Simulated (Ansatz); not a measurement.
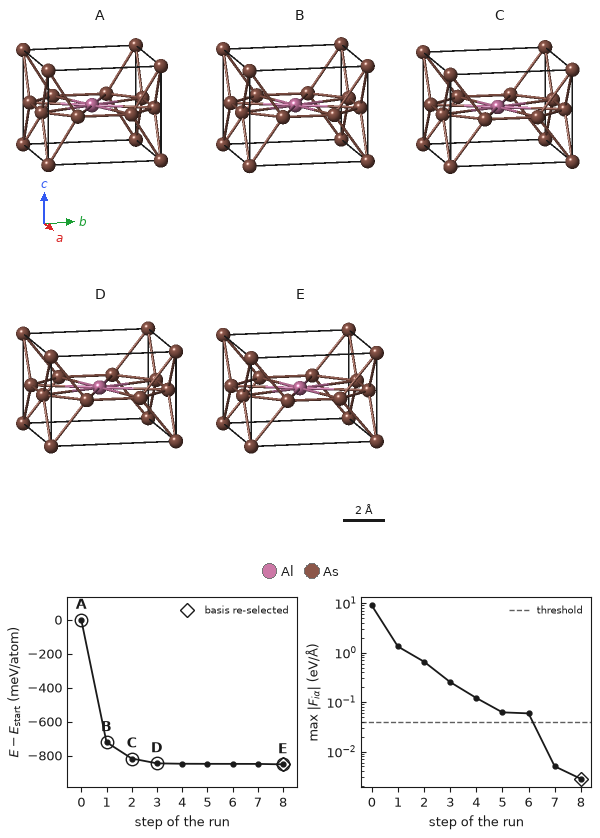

Frames of a relaxation of crystalline AlAs$_{5}$ (a generated structure, set up in P4/mmm) (coarse preliminary run), marked on the history of the run. The picture is a ball-and-stick view of the cell of the calculation, seen slightly off an axis.

Theory: DFT PBE, scalar-relativistic, plane waves, PAW (Ansatz).

Input file:
```yaml
crystal:
  lattice:
    - [5.65274163, 0.0, 0.0]
    - [0.0, 5.65274163, 0.0]
    - [0.0, 0.0, 4.70548547]
  atoms:
    - { symbol: Al, position: [0.5, 0.5, 0.5] }
    - { symbol: As, position: [0.26195313, 0.0, 0.5] }
    - { symbol: As, position: [0.73804687, 0.0, 0.5] }
    - { symbol: As, position: [0.0, 0.26195313, 0.5] }
    - { symbol: As, position: [0.0, 0.73804687, 0.5] }
    - { symbol: As, position: [0.0, 0.0, 0.0] }
basis:
  ecutwfc: 420
kpoints:
  mp_grid: { grid: [4, 4, 4] }
hamiltonian:
  xc: pbe
scf:
  occupations: { method: gaussian, width: 0.1 }
  lower_state_search: "off"
output:
  forces: true
  stress: true
  eigenvalues: true
relax:
  adjacent_minimum: "off"
  f_tol: 0.04
  max_steps: 70
  cell: { stress_tol: 0.4 }
```

Run as
```bash
ansatz run input.yaml --threads 1 --pin off --max-ram 2560MiB --backend cpu --events-out ev --progress --plain --runs-dir out
```

Q: Describe the path.

A: Over 7 accepted moves (8 points after the start) the energy falls by 851 meV per atom. Largest force component: 9 eV/Å at the start, 0.0028 eV/Å at the end. Pressure: 26.78 GPa at the start and 0.14 GPa at the end. The SCF was repeated once at an unchanged geometry on a basis and grid sized afresh for the cell, which shifted the energy by 2.6 meV per atom at most. The largest moves relative to the cell, 0.18 Å, are those of As2, As3, As4 and As5. As2 goes along +a. Al stays in place. Cell: a = b 5.653 → 6.301 Å (+11.5 %), c 4.705 → 4.405 Å (−6.4 %). Volume +16.3 %. Some distances before and after: As2–As3 2.962 → 3.666 Å, As2–As4 2.094 → 2.592 Å, Al1–As2 3.130 → 3.415 Å, As2–As6 2.780 → 2.866 Å. Among the angles between lasting bonds that change: As6–As2–As6 115.6° → 100.5°, As3–As2–As6 122.2° → 129.8°, As4–As2–As6 67.9° → 63.1°. The space group stays P4/mmm (No. 123). The run took 38 s on 1 thread of Intel(R) Xeon(R) 6975P-C (Granite Rapids), with other jobs on the host, peak memory 0.53 GiB. From step 0 to 1: As atoms move most (0.13 Å), volume +10.9 %, energy −721 meV per atom. From step 1 to 2: volume +3.2 %, energy −96.0 meV per atom. From step 2 to 3: volume +2.1 %, energy −28.5 meV per atom. From step 3 to 8: As atoms move most (0.03 Å), volume −0.4 %, energy −5.9 meV per atom.

| step | E − E(0), meV/atom | largest force component, eV/Å | pressure, GPa | volume, Å³/atom | note |
| --- | --- | --- | --- | --- | --- |
| 0 | 0.00 | 8.9865 | 26.78 | 25.059 |  |
| 1 | -720.98 | 1.3297 | 6.95 | 27.779 |  |
| 2 | -817.02 | 0.6560 | 3.09 | 28.673 |  |
| 3 | -845.55 | 0.2543 | 0.78 | 29.263 |  |
| 4 | -847.94 | 0.1213 | 0.11 | 29.468 |  |
| 5 | -848.46 | 0.0621 | -0.10 | 29.432 |  |
| 6 | -848.68 | 0.0592 | 0.04 | 29.025 |  |
| 7 | -848.90 | 0.0050 | -0.01 | 29.151 |  |
| 8 | -851.47 | 0.0028 | 0.14 | 29.151 | same geometry, new basis |
